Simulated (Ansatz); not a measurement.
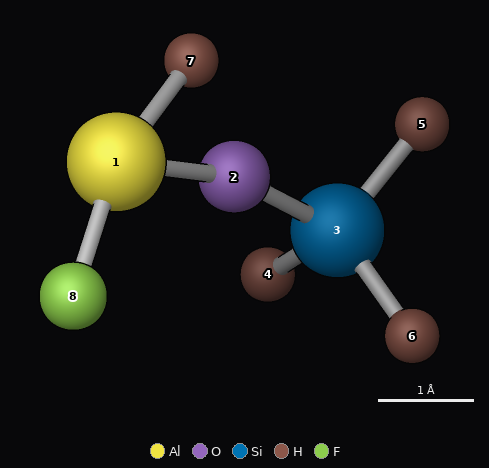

The input geometry (ball-and-stick view, seen at a tilt; atoms are numbered from 1 in the order of the input). Sticks mark near contacts. Bond lengths as drawn: Al–F 1.65 Å, Al–H 1.69 Å, Al–O 1.81 Å, H–Si 1.48 Å and O–Si 1.68 Å.

# Frequency calculation of AlSiH4OF

- system: AlSiH4OF
- method: RHF/def2-SVP (Ansatz 0.2.0)

It belongs to a series of runs on one base structure; here: vibrations at the highest image of the band. Figures and captions count atoms from 1; the log counts them from 0 in places.

## Input
```yaml
crystal:
  periodic: [false, false, false]
  atoms:
    - { symbol: Al, position_ang: [0.418129, 0.193631, -0.664111] }
    - { symbol: O, position_ang: [0.33028, -0.239713, 1.093877] }
    - { symbol: Si, position_ang: [-0.161192, -0.516877, 2.675324] }
    - { symbol: H, position_ang: [-0.947347, -1.765467, 2.742924] }
    - { symbol: H, position_ang: [1.048375, -0.64776, 3.511547] }
    - { symbol: H, position_ang: [-0.980983, 0.618363, 3.144052] }
    - { symbol: H, position_ang: [1.455536, -0.538502, 0.452465] }
    - { symbol: F, position_ang: [-0.931499, 0.915625, -1.291776] }
basis:
  gaussian: { orbitals: def2-SVP }
hamiltonian:
  xc: hf
phonons: {}
```

Run on 1 thread of Intel Xeon (Granite Rapids), 32 GiB of memory available, shared host.

Launch command:
```bash
ansatz run input.yaml --threads 1 --pin off --max-ram 2048MiB --backend cpu --events-out ev --progress --plain --runs-dir out
```

## Log
```
Engine: ansatz 0.2.0, x86_64-unknown-linux-gnu
Functional definition: HF
  exchange = exact_x
  correlation = 0
835 factors; integrals over basis functions are off by at most 3.3e-4 eV
mean field evaluation 1: about -19240.1239 eV, gradient 4.2e1 eV
mean field evaluation 2: about -19240.1510 eV, gradient 4.2e1 eV
mean field evaluation 4: about -19243.8111 eV, gradient 3.2e0 eV
mean field evaluation 8: about -19243.8662 eV, gradient 4.0e-1 eV
mean field -19243.86716149 eV, -707.1990742232 hartree, gradient 2.4e-5 eV, S^2 0.000000; 0 other end points of the search recorded, 0 dependent functions left out
the calculation of the forces begins
reference -19243.86716149 eV, -707.1990742232 hartree; 24, 24 occupied and 60, 60 virtual orbitals, 835 factors
these checks for a lower state are left out or cut short: stability, starts, cluster_reference, orbital_swaps, neighbouring_geometries, increment
835 factors; integrals over basis functions are off by at most 3.3e-4 eV
mean field evaluation 16: about -19243.8671 eV, gradient 3.5e-5 eV
mean field -19243.86707662 eV, -707.1990711043 hartree, gradient 5.9e-6 eV, S^2 0.000000; 0 other end points of the search recorded, 0 dependent functions left out
[... from here on the field's lines of each further geometry are left out, up to the last ...]
the calculation of the forces begins
reference -19243.86715892 eV, -707.1990741286 hartree; 24, 24 occupied and 60, 60 virtual orbitals, 835 factors
these checks for a lower state are left out or cut short: stability, starts, cluster_reference, orbital_swaps, neighbouring_geometries, increment
835 factors; integrals over basis functions are off by at most 3.3e-4 eV
mean field -19243.86712822 eV, -707.1990730005 hartree, gradient 2.5e-6 eV, S^2 0.000000; 0 other end points of the search recorded, 0 dependent functions left out
the calculation of the forces begins
reference -19243.86712822 eV, -707.1990730005 hartree; 24, 24 occupied and 60, 60 virtual orbitals, 835 factors
WARN: phonons: modes at or below zero, which the zero-point energy, F, S and C_V leave out: 2, the lowest at -2001.79 cm⁻¹. A minimum has none, and a first-order saddle one
Total energy: -19243.86716149 eV, -707.1990742232 hartree
Atom 0 at     0.418129     0.193631    -0.664111 Å, force    -0.000384     0.010891    -0.002261 eV/Å
Atom 1 at     0.330280    -0.239713     1.093877 Å, force    -0.006189    -0.003988    -0.014475 eV/Å
Atom 2 at    -0.161192    -0.516877     2.675324 Å, force    -0.005320    -0.000129     0.016899 eV/Å
Atom 3 at    -0.947347    -1.765467     2.742924 Å, force     0.003306     0.000631     0.000174 eV/Å
Atom 4 at     1.048375    -0.647760     3.511547 Å, force    -0.000054     0.001587    -0.000777 eV/Å
Atom 5 at    -0.980983     0.618363     3.144052 Å, force    -0.002067     0.001397    -0.001392 eV/Å
Atom 6 at     1.455536    -0.538502     0.452465 Å, force     0.006976    -0.006655    -0.004301 eV/Å
Atom 7 at    -0.931499     0.915625    -1.291776 Å, force     0.003733    -0.003732     0.006132 eV/Å
Dipole moment:     0.114067    -0.152194     0.378258 e Å
Vibrations: -2001.79 -22.22 104.71 110.31 276.09 369.80 483.41 774.95 795.78 877.26 938.45 1038.16 1045.02 1085.70 1824.37 2356.44 2359.76 2373.45 cm⁻¹, zero-point energy 1.042315 eV
```

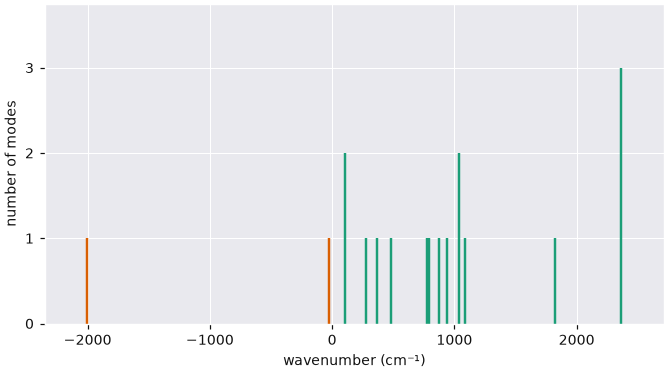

Harmonic vibrational wavenumbers from the force constants; neighbouring modes closer than 20 cm⁻¹ are counted in one stick, and imaginary ones are drawn at negative wavenumbers. 18 modes from 2002i to 2373 cm⁻¹, 2 imaginary beyond 8i (2002i, 22i cm⁻¹): not a minimum.

## Results in brief

```csv
quantity,value
outcome,converged
total energy,−19243.8672 eV
mean-field energy,−19243.8672 eV
largest force (length of the vector),0.018 eV/Å
wall time,30 s
peak memory,0.16 GiB
```
